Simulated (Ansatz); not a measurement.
System: GaH₃O₂···H₂.

```xyz
8

Ga   -0.4917    0.4321   -0.8496
H    -0.2102   -2.2086   -0.4986
H     0.0300    0.3657   -2.3145
H    -1.9165    0.2830   -0.2508
H     0.2980   -1.8993   -0.0413
O     0.8732    0.8432    0.2737
O     0.3996    0.7872    1.6313
H     1.0177    1.3966    2.0498
```

The product side of a reaction path; geometry: PBE0-D4/def2-TZVP; a saddle point, not a minimum.

The calculation used Ansatz 0.2.0, RKS PBE0-D4/def2-TZVPP.

**Predict the electron density and electron localisation function between the atoms.**

O–O (1.44 Å): ρ at the midpoint is about 1.9 e/Å³; the ELF peaks at about 0.75 between the atoms.
Ga–O (1.81 Å): ρ is about 0.87 e/Å³ halfway; the ELF peaks at about 0.90 in the valence shell of O, 0.6 Å from its nucleus, and is about 0.25 at the midpoint.
Ga–H (1.55 Å): ρ is about 1 e/Å³ halfway; the ELF climbs to about 1 towards the hydrogen.

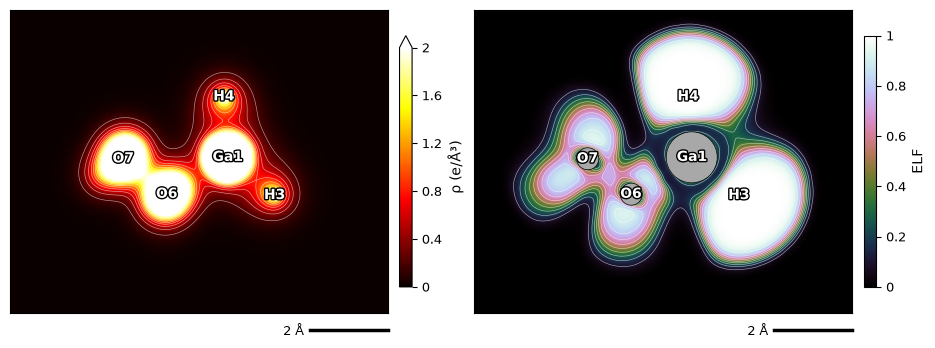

Computed electron density and electron localisation function on the plane of atoms H3, Ga1 and H4, in this order. Grey discs cover the atomic cores in the ELF map. 
